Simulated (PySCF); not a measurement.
# AlH3 (SMILES [AlH3]): SVWN5/6-31G

What is the energy change on altering one bond length of AlH3 at SVWN5/6-31G? 

The results are computed with PySCF 2.14.0.

10 further runs of the same task are left out: 10 set aside as unsound or not needed.

## Step 1: The molecule

AlH3: 4 atoms, total charge 0, spin state singlet. SMILES: `[AlH3]`. The coordinates come from a PBE0-D4/def2-TZVP relaxation.

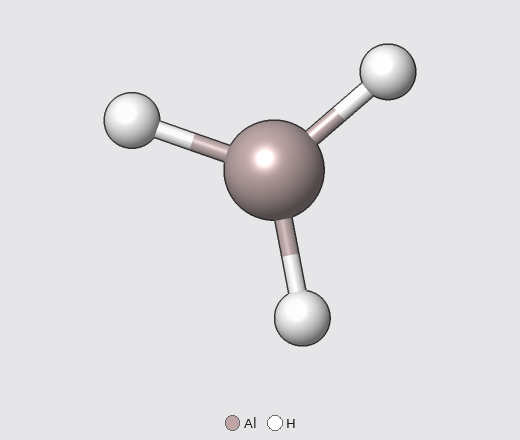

The structure, seen from a chosen angle (aluminium light grey, hydrogen white).

## Step 2: A single-point energy at SVWN5/6-31G

Contents of job.py:

```python
from pyscf import gto, dft

molecule = gto.M(
    atom='''
Al     0.025889    -0.027968    -0.009638
H      1.196575     1.267817     2.425652
H     -2.533745    -1.572252     0.198610
H      1.416161     0.218641    -2.652987
''',
    verbose=4,
    basis='6-31g',
    charge=0,
    max_memory=1860,
    unit='bohr',
    spin=0,
)

ks = dft.RKS(molecule, xc='svwn')
ks.conv_tol = 1e-10
ks.grids.level = 5
ks.kernel()
if not ks.converged:
    ks = ks.newton().run(ks.mo_coeff, ks.mo_occ)

e_final = ks.e_tot
print('E(%s) = %.9f' % ('SVWN5', e_final))
```

The run is started by

```
$ OMP_NUM_THREADS=1 python job.py
```

The program printed:

```text
PySCF version 2.14.0

[INPUT] num. atoms = 4
[INPUT] num. electrons = 16
[INPUT] charge = 0
[INPUT] spin (= nelec alpha-beta = 2S) = 0
[INPUT] symmetry False subgroup None
[INPUT] Mole.unit = bohr
[INPUT] Symbol           X                Y                Z      unit          X                Y                Z       unit  Magmom
[INPUT]  1 Al     0.013699868814  -0.014800028235  -0.005100209959 AA    0.025889000000  -0.027968000000  -0.009638000000 Bohr   0.0
[INPUT]  2 H      0.633200221157   0.670899864017   1.283599760023 AA    1.196575000000   1.267817000000   2.425652000000 Bohr   0.0
[INPUT]  3 H     -1.340800112282  -0.831999928223   0.105099885861 AA   -2.533745000000  -1.572252000000   0.198610000000 Bohr   0.0
[INPUT]  4 H      0.749400128194   0.115699834573  -1.403900261267 AA    1.416161000000   0.218641000000  -2.652987000000 Bohr   0.0

nuclear repulsion = 13.5921903644974
number of shells = 13
number of NR pGTOs = 58
number of NR cGTOs = 19
basis = 6-31g
ecp = {}

******** <class 'pyscf.dft.rks.RKS'> ********
method = RKS
initial guess = minao
damping factor = 0
level_shift factor = 0
DIIS = <class 'pyscf.scf.diis.CDIIS'>
diis_start_cycle = 1
diis_space = 8
diis_damp = 0
SCF conv_tol = 1e-10
SCF conv_tol_grad = None
SCF max_cycles = 50
direct_scf = True
direct_scf_tol = 1e-13
XC library pyscf.dft.libxc version 7.0.0
    S. Lehtola, C. Steigemann, M. J.T. Oliveira, and M. A.L. Marques.,  SoftwareX 7, 1–5 (2018)
XC functionals = svwn
    P. A. M. Dirac.,  Math. Proc. Cambridge Philos. Soc. 26, 376 (1930)
    F. Bloch.,  Z. Phys. 57, 545 (1929)
    S. H. Vosko, L. Wilk, and M. Nusair.,  Can. J. Phys. 58, 1200 (1980)
radial grids:
    Treutler-Ahlrichs [JCP 102, 346 (1995); DOI:10.1063/1.469408] (M4) radial grids

becke partition: Becke, JCP 88, 2547 (1988); DOI:10.1063/1.454033
pruning grids: <function nwchem_prune>
grids dens level: 5
symmetrized grids: False
atomic radii adjust function: <function treutler_atomic_radii_adjust>
small_rho_cutoff = 0
Set gradient conv threshold to 1e-05
Initial guess from minao.
tot grids = 113672
init E= -242.846788383623
  HOMO = -0.306062330724814  LUMO = -0.108439736983824  gap/eV = 5.37758
cycle= 1 E= -243.052116947151  delta_E= -0.205  |g|= 0.123  |ddm|= 1.49
  HOMO = -0.262696640324765  LUMO = -0.107818663942979  gap/eV = 4.21444
cycle= 2 E= -243.05589863066  delta_E= -0.00378  |g|= 0.0743  |ddm|= 0.307
  HOMO = -0.268702766215928  LUMO = -0.10067249395431  gap/eV = 4.57234
cycle= 3 E= -243.058624623688  delta_E= -0.00273  |g|= 0.00679  |ddm|= 0.15
  HOMO = -0.271233583864302  LUMO = -0.103183062357515  gap/eV = 4.57289
cycle= 4 E= -243.058653246782  delta_E= -2.86e-05  |g|= 0.000313  |ddm|= 0.018
  HOMO = -0.271120255111404  LUMO = -0.103149078800071  gap/eV = 4.57073
cycle= 5 E= -243.058653287015  delta_E= -4.02e-08  |g|= 1.33e-05  |ddm|= 0.000478
  HOMO = -0.271113184333605  LUMO = -0.103143615676239  gap/eV = 4.57068
cycle= 6 E= -243.058653287138  delta_E= -1.23e-10  |g|= 5.54e-07  |ddm|= 3.69e-05
  HOMO = -0.271113462323301  LUMO = -0.103143709799582  gap/eV = 4.57069
cycle= 7 E= -243.058653287138  delta_E= 4.55e-13  |g|= 2.93e-07  |ddm|= 1.55e-06
  HOMO = -0.271113398101771  LUMO = -0.103143720694181  gap/eV = 4.57069
Extra cycle  E= -243.058653287138  delta_E= -2.27e-13  |g|= 2.56e-07  |ddm|= 1.16e-06
converged SCF energy = -243.058653287138
E(SVWN5) = -243.058653287
```

Wall time 1.4 s (1 thread of Arm Neoverse V1, shared host); peak memory 0.14 GiB.

## Step 3: The distorted shape, same level

Contents of run.py:

```python
from pyscf import gto, dft

molecule = gto.M(
    atom='Al -0.296059 -0.357660 -0.649469; H 0.633200 0.670900 1.283600; H -1.650559 -1.174860 -0.539269; H 0.439641 -0.227160 -2.048269',
    verbose=4,
    max_memory=1860,
    basis='6-31g',
)

ks = dft.RKS(molecule)
ks.xc = 'svwn'
ks.grids.level = 5
ks.conv_tol = 1e-10
ks.kernel()
if not ks.converged:
    ks = ks.newton().run(ks.mo_coeff, ks.mo_occ)

etot = ks.e_tot
print(f'total energy: {etot:.8f} hartree')
```

The run is started by

```
$ OMP_NUM_THREADS=1 python run.py
```

The program printed:

```text
PySCF version 2.14.0

[INPUT] num. atoms = 4
[INPUT] num. electrons = 16
[INPUT] charge = 0
[INPUT] spin (= nelec alpha-beta = 2S) = 0
[INPUT] symmetry False subgroup None
[INPUT] Mole.unit = angstrom
[INPUT] Symbol           X                Y                Z      unit          X                Y                Z       unit  Magmom
[INPUT]  1 Al    -0.296059000000  -0.357660000000  -0.649469000000 AA   -0.559470426713  -0.675879445712  -1.227318536395 Bohr   0.0
[INPUT]  2 H      0.633200000000   0.670900000000   1.283600000000 AA    1.196574582075   1.267817256971   2.425652453492 Bohr   0.0
[INPUT]  3 H     -1.650559000000  -1.174860000000  -0.539269000000 AA   -3.119104462436  -2.220163634707  -1.019070717468 Bohr   0.0
[INPUT]  4 H      0.439641000000  -0.227160000000  -2.048269000000 AA    0.830801083130  -0.429270186456  -3.870667439437 Bohr   0.0

nuclear repulsion = 12.0670267793145
number of shells = 13
number of NR pGTOs = 58
number of NR cGTOs = 19
basis = 6-31g
ecp = {}

******** <class 'pyscf.dft.rks.RKS'> ********
method = RKS
initial guess = minao
damping factor = 0
level_shift factor = 0
DIIS = <class 'pyscf.scf.diis.CDIIS'>
diis_start_cycle = 1
diis_space = 8
diis_damp = 0
SCF conv_tol = 1e-10
SCF conv_tol_grad = None
SCF max_cycles = 50
direct_scf = True
direct_scf_tol = 1e-13
XC library pyscf.dft.libxc version 7.0.0
    S. Lehtola, C. Steigemann, M. J.T. Oliveira, and M. A.L. Marques.,  SoftwareX 7, 1–5 (2018)
XC functionals = svwn
    P. A. M. Dirac.,  Math. Proc. Cambridge Philos. Soc. 26, 376 (1930)
    F. Bloch.,  Z. Phys. 57, 545 (1929)
    S. H. Vosko, L. Wilk, and M. Nusair.,  Can. J. Phys. 58, 1200 (1980)
radial grids:
    Treutler-Ahlrichs [JCP 102, 346 (1995); DOI:10.1063/1.469408] (M4) radial grids

becke partition: Becke, JCP 88, 2547 (1988); DOI:10.1063/1.454033
pruning grids: <function nwchem_prune>
grids dens level: 5
symmetrized grids: False
atomic radii adjust function: <function treutler_atomic_radii_adjust>
small_rho_cutoff = 0
Set gradient conv threshold to 1e-05
[... 1 set-up line as earlier in the session ...]
tot grids = 113672
init E= -242.772611704091
  HOMO = -0.24170137858495  LUMO = -0.103318955143258  gap/eV = 3.76558
cycle= 1 E= -242.994123642661  delta_E= -0.222  |g|= 0.137  |ddm|= 1.45
  HOMO = -0.222056829970615  LUMO = -0.130886996552125  gap/eV = 2.48086
cycle= 2 E= -242.981456743759  delta_E= 0.0127  |g|= 0.175  |ddm|= 0.556
  HOMO = -0.233805026502098  LUMO = -0.109664905922115  gap/eV = 3.37802
cycle= 3 E= -243.001503121379  delta_E= -0.02  |g|= 0.0549  |ddm|= 0.426
  HOMO = -0.22636497989663  LUMO = -0.112200611887982  gap/eV = 3.10657
cycle= 4 E= -243.003915997262  delta_E= -0.00241  |g|= 0.00429  |ddm|= 0.115
  HOMO = -0.228097281040413  LUMO = -0.113319084234681  gap/eV = 3.12327
cycle= 5 E= -243.003928912568  delta_E= -1.29e-05  |g|= 0.00024  |ddm|= 0.0112
  HOMO = -0.227932804892775  LUMO = -0.113225810440956  gap/eV = 3.12134
cycle= 6 E= -243.003928942557  delta_E= -3e-08  |g|= 7.13e-05  |ddm|= 0.000691
  HOMO = -0.227936558722449  LUMO = -0.113220499535902  gap/eV = 3.12158
cycle= 7 E= -243.003928946553  delta_E= -4e-09  |g|= 5.86e-06  |ddm|= 0.000125
  HOMO = -0.227937096302803  LUMO = -0.113219977419572  gap/eV = 3.12161
cycle= 8 E= -243.003928946581  delta_E= -2.83e-11  |g|= 3.24e-07  |ddm|= 1.23e-05
  HOMO = -0.227937162715642  LUMO = -0.113219942593748  gap/eV = 3.12161
Extra cycle  E= -243.00392894658  delta_E= 6.54e-13  |g|= 5.29e-07  |ddm|= 1.71e-06
converged SCF energy = -243.00392894658
total energy: -243.00392895 hartree
```

Run time: 1.4 s. Hardware: 1 thread of Arm Neoverse V1, shared host; peak memory 0.14 GiB.

## Step 4: What came out

Level: SVWN5/6-31G.

| quantity | value |
| --- | --- |
| first shape: total energy | -243.05865 Eh |
| first shape: dipole moment | 0.00 D |
| first shape: HOMO energy | -7.38 eV |
| first shape: LUMO energy | -2.81 eV |
| first shape: HOMO–LUMO gap | 4.57 eV |
| distorted shape: total energy | -243.00393 Eh |
| distorted shape: dipole moment | 1.36 D |
| distorted shape: HOMO energy | -6.20 eV |
| distorted shape: LUMO energy | -3.08 eV |
| distorted shape: HOMO–LUMO gap | 3.12 eV |
| energy change with the Al1–H2 bond stretched from 1.586 to 2.379 Å | 1.489 eV |

**Reading.** One bond (distorted shape) is far stretched, which a spin-restricted single reference describes badly; a broken-symmetry solution may lie lower. With the Al1–H2 bond stretched from 1.586 to 2.379 Å the energy rises by 1.49 eV (34 kcal/mol). The first shape isn't relaxed at this level, so the change isn't measured from a minimum. A restricted reference can't describe the breaking bond well at this length. Mulliken charges (distorted shape) run from -0.11 on H3 to +0.33 on Al1.
